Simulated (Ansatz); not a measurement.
# SiHO+: geometry and frequencies at several levels

Aim: geometry and frequencies at several levels, for SiHO+, with the cost of each level. Charge +1.

Program: Ansatz 0.2.0. Level of theory: the levels named in each step. These are calculated values, not measurements.

### Step 1. Starting point

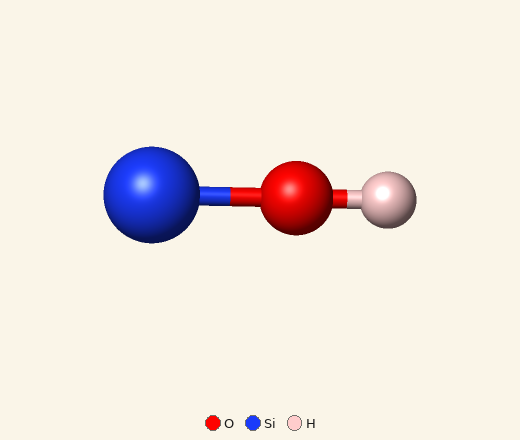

The starting structure, seen from a chosen angle (oxygen red, silicon blue, hydrogen pink).

Structure file:

```xyz
3

O     0.0000    0.0000   -0.1866
Si    0.0000    0.0000    1.3420
H     0.0000    0.0000   -1.1554
```

### Step 2. A rough first relaxation, PBE-D4/def2-SVP

This run stands in another session on the same molecule. It ended at:

```xyz
3

O     0.0000    0.0000   -0.1988
Si    0.0000    0.0000    1.3768
H     0.0000    0.0000   -1.1780
```

### Step 3. Relaxation, PBE0-D4/def2-TZVPP

This run stands in another session on the same molecule. It ended at:

```xyz
3

O     0.0000    0.0000   -0.1916
Si    0.0000    0.0000    1.3462
H     0.0000    0.0000   -1.1545
```

### Step 4. Frequencies, PBE0-D4/def2-TZVPP

input.yaml

```yaml
crystal:
  periodic: [false, false, false]
  atoms:
    - { symbol: O, position_ang: [0.0, 0.0, -0.19164407] }
    - { symbol: Si, position_ang: [0.0, 0.0, 1.34616455] }
    - { symbol: H, position_ang: [0.0, 0.0, -1.15451048] }
total_charge: 1
basis:
  gaussian: { orbitals: def2-TZVPP }
hamiltonian:
  xc: pbe0
  dispersion: d4
phonons: {}
```

Launch:

```console
$ ansatz run input.yaml --threads 2 --pin off --max-ram 5120MiB --backend cpu --events-out ev --progress --plain --runs-dir out
```

Log, shortened:

```text
Warning: RAYON_NUM_THREADS=2 ignored (pool sized by the plan → 2); use --threads N
[...]
Functional definition: PBE0
[...]
501 factors; their error is unknown
[...]
mean field -9928.76210982 eV, -364.8752775791 hartree, gradient 2.3e-5 eV, S^2 0.000000; 0 other end points of the search recorded, 0 dependent functions left out
[...]
reference -9928.76212954 eV, -364.8752783040 hartree; 11, 11 occupied and 76, 76 virtual orbitals, 501 factors
[...]
501 factors; their error is unknown
mean field -9928.76210617 eV, -364.8752774452 hartree, gradient 2.1e-6 eV, S^2 0.000000; 0 other end points of the search recorded, 0 dependent functions left out
[...]
reference -9928.76212590 eV, -364.8752781702 hartree; 11, 11 occupied and 76, 76 virtual orbitals, 501 factors
[...]
501 factors; their error is unknown
[...]
mean field -9928.76210617 eV, -364.8752774452 hartree, gradient 2.1e-6 eV, S^2 0.000000; 0 other end points of the search recorded, 0 dependent functions left out
[...]
reference -9928.76212590 eV, -364.8752781702 hartree; 11, 11 occupied and 76, 76 virtual orbitals, 501 factors
[...]
501 factors; their error is unknown
mean field -9928.76210617 eV, -364.8752774452 hartree, gradient 2.1e-6 eV, S^2 0.000000; 0 other end points of the search recorded, 0 dependent functions left out
[...]
reference -9928.76212590 eV, -364.8752781702 hartree; 11, 11 occupied and 76, 76 virtual orbitals, 501 factors
[...]
501 factors; their error is unknown
[...]
501 factors; their error is unknown
mean field -9928.76210844 eV, -364.8752775286 hartree, gradient 1.8e-6 eV, S^2 0.000000; 0 other end points of the search recorded, 0 dependent functions left out
[...]
reference -9928.76212817 eV, -364.8752782536 hartree; 11, 11 occupied and 76, 76 virtual orbitals, 501 factors
[...]
501 factors; their error is unknown
mean field -9928.76210844 eV, -364.8752775286 hartree, gradient 1.8e-6 eV, S^2 0.000000; 0 other end points of the search recorded, 0 dependent functions left out
[...]
reference -9928.76212817 eV, -364.8752782536 hartree; 11, 11 occupied and 76, 76 virtual orbitals, 501 factors
[...]
501 factors; their error is unknown
mean field -9928.76194320 eV, -364.8752714560 hartree, gradient 2.1e-6 eV, S^2 0.000000; 0 other end points of the search recorded, 0 dependent functions left out
[...]
reference -9928.76196292 eV, -364.8752721809 hartree; 11, 11 occupied and 76, 76 virtual orbitals, 501 factors
[...]
501 factors; their error is unknown
mean field -9928.76195450 eV, -364.8752718713 hartree, gradient 2.1e-6 eV, S^2 0.000000; 0 other end points of the search recorded, 0 dependent functions left out
[...]
reference -9928.76197423 eV, -364.8752725964 hartree; 11, 11 occupied and 76, 76 virtual orbitals, 501 factors
Total energy: -9928.78228791 eV, -364.8760191105 hartree
Atom 0 at     0.000000     0.000000    -0.191644 Å, force     0.000000     0.000000     0.001987 eV/Å
Atom 1 at     0.000000     0.000000     1.346165 Å, force    -0.000000    -0.000000    -0.001781 eV/Å
Atom 2 at     0.000000     0.000000    -1.154510 Å, force    -0.000000    -0.000000    -0.000206 eV/Å
Dipole moment:    -0.000000     0.000000     0.044741 e Å
Vibrations: 375.01 375.01 1136.91 3850.97 cm⁻¹, zero-point energy 0.355705 eV
```

It took 19 s on 2 threads of Intel Xeon at 2.50GHz (Skylake/Cascade Lake), shared host; peak memory 0.13 GiB.

Harmonic frequencies (cm⁻¹; negative: imaginary): 375, 375, 1137, 3851.

### Step 5. Relaxation, PBE-D4/def2-TZVPP

input.yaml: that of step 4 with these lines changed.

```diff
@@ -10,4 +10,6 @@
 hamiltonian:
-  xc: pbe0
+  xc: pbe
   dispersion: d4
-phonons: {}
+relax:
+  f_tol: 0.002
+  max_steps: 150
```

Launch:

```console
$ ansatz run input.yaml --threads 2 --pin off --max-ram 5120MiB --backend cpu --events-out ev --progress --plain --runs-dir out
```

Log, shortened:

```text
Warning: RAYON_NUM_THREADS=2 ignored (pool sized by the plan → 2); use --threads N
[...]
Functional definition: PBE
[...]
498 factors; their error is unknown
[...]
mean field -9928.18010612 eV, -364.8538893377 hartree, gradient 8.1e-6 eV, S^2 0.000000; 0 other end points of the search recorded, 0 dependent functions left out
[...]
reference -9928.18013292 eV, -364.8538903225 hartree; 11, 11 occupied and 76, 76 virtual orbitals, 498 factors
relax step   1: F+E_penalty+E_count = -9928.20466475 eV  Δ(F+E_penalty+E_count) = +0.000e0 eV  max|allowed force component| = 8.225e-1 eV/Å  Δτ_max = 0.0000 Å  (27 SCF iters, accepted)
[...]
relax step   3: F+E_penalty+E_count = -9928.21441777 eV  Δ(F+E_penalty+E_count) = -2.210e-3 eV  max|allowed force component| = 1.312e-2 eV/Å  Δτ_max = 0.0069 Å  (26 SCF iters, accepted)
[...]
relax step   4: F+E_penalty+E_count = -9928.21441992 eV  Δ(F+E_penalty+E_count) = -2.156e-6 eV  max|allowed force component| = 1.516e-4 eV/Å  Δτ_max = 0.0002 Å  (17 SCF iters, accepted)
498 factors; their error is unknown
mean field -9928.18992856 eV, -364.8542503058 hartree, gradient 2.3e-5 eV, S^2 0.000000; 1 other end points of the search recorded, 0 dependent functions left out
[...]
reference -9928.18995553 eV, -364.8542512968 hartree; 11, 11 occupied and 76, 76 virtual orbitals, 498 factors
Total energy: -9928.21444689 eV, -364.8551513377 hartree
Atom 0 at     0.000000     0.000000    -0.193756 Å, force    -0.000000    -0.000000    -0.000112 eV/Å
Atom 1 at    -0.000000     0.000000     1.361172 Å, force     0.000000    -0.000000     0.000152 eV/Å
Atom 2 at    -0.000000    -0.000000    -1.167406 Å, force     0.000000     0.000000    -0.000039 eV/Å
Dipole moment:     0.000000    -0.000000     0.036333 e Å
```

Wall time 5.2 s (2 threads of Intel Xeon at 2.50GHz (Skylake/Cascade Lake), shared host); peak memory 0.13 GiB.

Step by step:

| step | energy from step 1 (eV) | largest force component (eV/Å) |
| --- | --- | --- |
| 1 | 0.0000 | 0.8225 |
| 2 | -0.0075 | 0.4363 |
| 3 | -0.0098 | 0.0131 |
| 4 | -0.0098 | 0.0002 |

Step 1 is the start.

Before: Bond lengths: O1–Si2 1.538 Å, O1–H3 0.963 Å. Angles: Si2–O1–H3 180.0°.

After: Bond lengths: O1–Si2 1.555 Å, O1–H3 0.974 Å. Angles: Si2–O1–H3 180.0°.

### Step 6. Frequencies, PBE-D4/def2-TZVPP

input.yaml

```yaml
crystal:
  periodic: [false, false, false]
  atoms:
    - { symbol: O, position_ang: [0.0, 0.0, -0.19375624] }
    - { symbol: Si, position_ang: [0.0, 0.0, 1.36117218] }
    - { symbol: H, position_ang: [0.0, 0.0, -1.16740595] }
total_charge: 1
basis:
  gaussian: { orbitals: def2-TZVPP }
hamiltonian:
  xc: pbe
  dispersion: d4
phonons: {}
```

Launch:

```console
$ ansatz run input.yaml --threads 2 --pin off --max-ram 5120MiB --backend cpu --events-out ev --progress --plain --runs-dir out
```

Log, shortened:

```text
Warning: RAYON_NUM_THREADS=2 ignored (pool sized by the plan → 2); use --threads N
[...]
[... 1 set-up line as earlier in the session ...]
[...]
498 factors; their error is unknown
[...]
mean field -9928.18992856 eV, -364.8542503058 hartree, gradient 9.0e-6 eV, S^2 0.000000; 0 other end points of the search recorded, 0 dependent functions left out
[...]
reference -9928.18995553 eV, -364.8542512968 hartree; 11, 11 occupied and 76, 76 virtual orbitals, 498 factors
[...]
498 factors; their error is unknown
mean field -9928.18992522 eV, -364.8542501831 hartree, gradient 2.5e-6 eV, S^2 0.000000; 0 other end points of the search recorded, 0 dependent functions left out
[...]
reference -9928.18995219 eV, -364.8542511741 hartree; 11, 11 occupied and 76, 76 virtual orbitals, 498 factors
[...]
498 factors; their error is unknown
[...]
498 factors; their error is unknown
mean field -9928.18977337 eV, -364.8542446028 hartree, gradient 2.4e-6 eV, S^2 0.000000; 0 other end points of the search recorded, 0 dependent functions left out
[...]
reference -9928.18980033 eV, -364.8542455934 hartree; 11, 11 occupied and 76, 76 virtual orbitals, 498 factors
[...]
498 factors; their error is unknown
mean field -9928.18978582 eV, -364.8542450601 hartree, gradient 2.4e-6 eV, S^2 0.000000; 0 other end points of the search recorded, 0 dependent functions left out
[...]
reference -9928.18981279 eV, -364.8542460514 hartree; 11, 11 occupied and 76, 76 virtual orbitals, 498 factors
Total energy: -9928.21444689 eV, -364.8551513378 hartree
Atom 0 at     0.000000     0.000000    -0.193756 Å, force    -0.000000     0.000000    -0.000114 eV/Å
Atom 1 at     0.000000     0.000000     1.361172 Å, force     0.000000    -0.000000     0.000152 eV/Å
Atom 2 at     0.000000     0.000000    -1.167406 Å, force     0.000000    -0.000000    -0.000038 eV/Å
Dipole moment:    -0.000000     0.000000     0.036333 e Å
Vibrations: 359.35 359.35 1082.78 3704.64 cm⁻¹, zero-point energy 0.341335 eV
```

It took 14 s on 2 threads of Intel Xeon at 2.50GHz (Skylake/Cascade Lake), shared host; peak memory 0.12 GiB.

Harmonic frequencies (cm⁻¹; negative: imaginary): 359, 359, 1083, 3705.

### Step 7. Relaxation, r2SCAN-D4/def2-TZVPP

input.yaml

```yaml
crystal:
  periodic: [false, false, false]
  atoms:
    - { symbol: O, position_ang: [0.0, 0.0, -0.19164407] }
    - { symbol: Si, position_ang: [0.0, 0.0, 1.34616455] }
    - { symbol: H, position_ang: [0.0, 0.0, -1.15451048] }
total_charge: 1
basis:
  gaussian: { orbitals: def2-TZVPP }
hamiltonian:
  xc: r2scan
  dispersion: d4
relax:
  f_tol: 0.002
  max_steps: 150
```

Launch:

```console
$ ansatz run input.yaml --threads 2 --pin off --max-ram 5120MiB --backend cpu --events-out ev --progress --plain --runs-dir out
```

Log, shortened:

```text
Warning: RAYON_NUM_THREADS=2 ignored (pool sized by the plan → 2); use --threads N
[...]
Functional definition: r2SCAN
[...]
498 factors; their error is unknown
[...]
mean field -9932.43764006 eV, -365.0103508240 hartree, gradient 1.2e-5 eV, S^2 0.000000; 0 other end points of the search recorded, 0 dependent functions left out
[...]
reference -9932.43764817 eV, -365.0103511222 hartree; 11, 11 occupied and 76, 76 virtual orbitals, 498 factors
relax step   1: F+E_penalty+E_count = -9932.44272515 eV  Δ(F+E_penalty+E_count) = +0.000e0 eV  max|allowed force component| = 1.503e-1 eV/Å  Δτ_max = 0.0000 Å  (28 SCF iters, accepted)
[...]
relax step   2: F+E_penalty+E_count = -9932.44301164 eV  Δ(F+E_penalty+E_count) = -2.865e-4 eV  max|allowed force component| = 7.847e-2 eV/Å  Δτ_max = 0.0016 Å  (30 SCF iters, accepted)
[...]
relax step   3: F+E_penalty+E_count = -9932.44308195 eV  Δ(F+E_penalty+E_count) = -7.031e-5 eV  max|allowed force component| = 4.489e-4 eV/Å  Δτ_max = 0.0012 Å  (30 SCF iters, accepted)
498 factors; their error is unknown
mean field -9932.43799870 eV, -365.0103640039 hartree, gradient 3.0e-5 eV, S^2 0.000000; 1 other end points of the search recorded, 0 dependent functions left out
[...]
reference -9932.43800682 eV, -365.0103643024 hartree; 11, 11 occupied and 76, 76 virtual orbitals, 498 factors
Total energy: -9932.44309008 eV, -365.0105511085 hartree
Atom 0 at     0.000000     0.000000    -0.191883 Å, force     0.000000    -0.000000    -0.000256 eV/Å
Atom 1 at     0.000000    -0.000000     1.348925 Å, force    -0.000000     0.000000     0.000449 eV/Å
Atom 2 at    -0.000000     0.000000    -1.157032 Å, force    -0.000000     0.000000    -0.000193 eV/Å
Dipole moment:     0.000000     0.000000     0.020388 e Å
```

Run time: 6.7 s. Hardware: 2 threads of Intel Xeon at 2.50GHz (Skylake/Cascade Lake), shared host; peak memory 0.14 GiB.

The steps of the relaxation:

```
step  energy from step 1 (eV)  largest force component (eV/Å)
   1                   0.0000                          0.1504
   2                  -0.0003                          0.0785
   3                  -0.0004                          0.0004
```

Step 1 is the start.

Before: Bond lengths: O1–Si2 1.538 Å, O1–H3 0.963 Å. Angles: Si2–O1–H3 180.0°.

After: Bond lengths: O1–Si2 1.541 Å, O1–H3 0.965 Å. Angles: Si2–O1–H3 180.0°.

### Step 8. Frequencies, r2SCAN-D4/def2-TZVPP

input.yaml

```yaml
crystal:
  periodic: [false, false, false]
  atoms:
    - { symbol: O, position_ang: [0.0, 0.0, -0.19188263] }
    - { symbol: Si, position_ang: [0.0, 0.0, 1.34892504] }
    - { symbol: H, position_ang: [0.0, 0.0, -1.15703241] }
total_charge: 1
basis:
  gaussian: { orbitals: def2-TZVPP }
hamiltonian:
  xc: r2scan
  dispersion: d4
phonons: {}
```

Launch:

```console
$ ansatz run input.yaml --threads 2 --pin off --max-ram 5120MiB --backend cpu --events-out ev --progress --plain --runs-dir out
```

Log, shortened:

```text
Warning: RAYON_NUM_THREADS=2 ignored (pool sized by the plan → 2); use --threads N
[...]
[... 1 set-up line as earlier in the session ...]
[...]
498 factors; their error is unknown
[...]
mean field -9932.43799870 eV, -365.0103640039 hartree, gradient 1.1e-5 eV, S^2 0.000000; 0 other end points of the search recorded, 0 dependent functions left out
[...]
reference -9932.43800682 eV, -365.0103643024 hartree; 11, 11 occupied and 76, 76 virtual orbitals, 498 factors
[...]
498 factors; their error is unknown
mean field -9932.43799481 eV, -365.0103638609 hartree, gradient 2.3e-6 eV, S^2 0.000000; 0 other end points of the search recorded, 0 dependent functions left out
[...]
reference -9932.43800293 eV, -365.0103641595 hartree; 11, 11 occupied and 76, 76 virtual orbitals, 498 factors
[...]
498 factors; their error is unknown
[...]
498 factors; their error is unknown
mean field -9932.43783977 eV, -365.0103581634 hartree, gradient 2.3e-6 eV, S^2 0.000000; 0 other end points of the search recorded, 0 dependent functions left out
[...]
reference -9932.43784789 eV, -365.0103584618 hartree; 11, 11 occupied and 76, 76 virtual orbitals, 498 factors
[...]
498 factors; their error is unknown
mean field -9932.43784409 eV, -365.0103583221 hartree, gradient 2.3e-6 eV, S^2 0.000000; 0 other end points of the search recorded, 0 dependent functions left out
[...]
reference -9932.43785222 eV, -365.0103586208 hartree; 11, 11 occupied and 76, 76 virtual orbitals, 498 factors
Total energy: -9932.44309008 eV, -365.0105511085 hartree
Atom 0 at     0.000000     0.000000    -0.191883 Å, force     0.000000    -0.000000    -0.000255 eV/Å
Atom 1 at     0.000000     0.000000     1.348925 Å, force    -0.000000     0.000000     0.000450 eV/Å
Atom 2 at     0.000000     0.000000    -1.157032 Å, force     0.000000     0.000000    -0.000195 eV/Å
Dipole moment:    -0.000000    -0.000000     0.020388 e Å
Vibrations: 387.29 387.29 1127.04 3800.75 cm⁻¹, zero-point energy 0.353501 eV
```

Wall time 20 s (2 threads of Intel Xeon at 2.50GHz (Skylake/Cascade Lake), shared host); peak memory 0.13 GiB.

Harmonic frequencies (cm⁻¹; negative: imaginary): 387, 387, 1127, 3801.

[end of part 1 of 2]
